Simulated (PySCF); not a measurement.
# C$_{3}$H$_{7}$ClOSi: what the fields show

```xyz
13

O     1.8194    0.5247    0.7589
Si    1.4255   -0.5175   -0.4257
C    -0.4458   -0.3641   -0.5296
C    -1.1368    0.9473   -0.2594
C    -1.2495   -0.1704    0.7168
Cl   -2.7898   -1.0036    0.8773
H     2.7216    0.6580    1.0349
H     2.0391   -0.1138   -1.6919
H     1.8211   -1.8783   -0.0616
H    -0.9171   -0.9790   -1.2857
H    -2.0050    1.1985   -0.8500
H    -0.5358    1.7971    0.0263
H    -0.7511   -0.0985    1.6721
```

Geometry: GFN2-xTB.

All numbers below come from PBE0/def2-SVPD, SCF density, gas phase (PySCF).

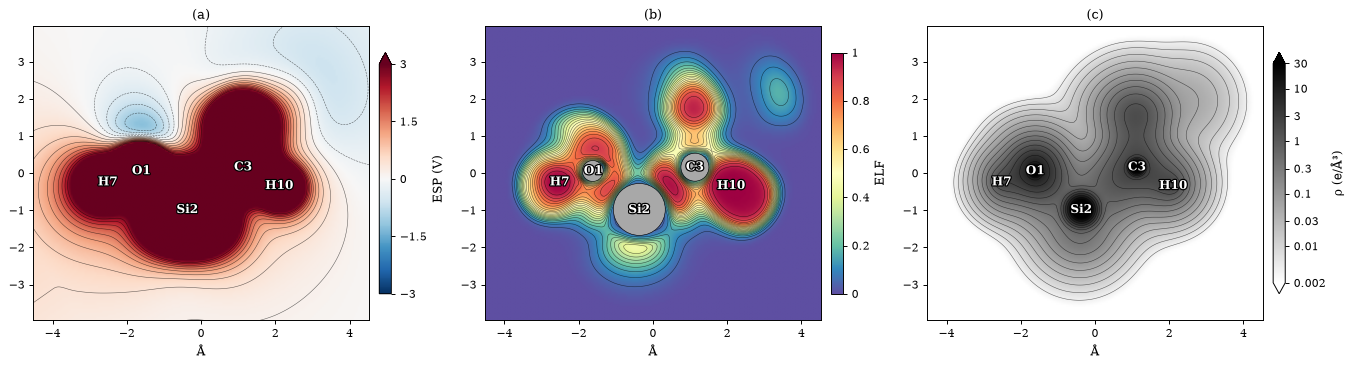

Figure 1. (a) electrostatic potential; (b) ELF; (c) electron density on the plane of atoms Si2, C3 and H10. Grey discs cover the atomic cores in the ELF map.

What do the fields say about this system?

Answer.
- The plane passes through O, Si, C and H nuclei.
- Si–O (1.63 Å): the density is about 1.1 e/Å³ at the midpoint; the ELF peaks at about 0.85 between the atoms (a short, strongly polar bond).
- C–Si (1.88 Å): ρ at the midpoint is about 0.96 e/Å³; the ELF peaks at about 0.95 between the atoms (a shared electron pair).
- O–H (0.95 Å): ρ is about 3.8 e/Å³ halfway; the ELF climbs to about 1 towards the hydrogen, as it does in any bond to H: an ordinary covalent bond to hydrogen.
- C–H (1.08 Å): the density is about 2 e/Å³ at the midpoint; the ELF climbs to about 1 towards the hydrogen; a covalent bond by its length.
- The ELF also peaks beside O1, away from the bonds: lone-pair regions.
- Outside the dense part of the molecule the potential is most negative (−1.2 V) near O1.

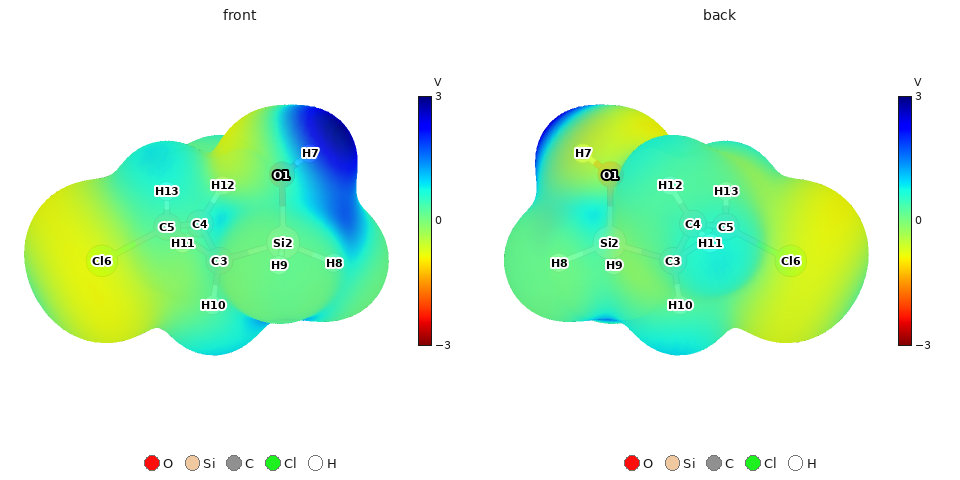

Figure 2. The molecular electrostatic potential painted on the density surface at 0.002 e/bohr³, seen from the front and from behind; the colour scale runs from red (negative) to blue (positive).

Where is the surface potential most negative and most positive?

Answer. The most negative region (about −0.9 V) lies over O1 and Cl6, the most positive (about +2.8 V) over H7.
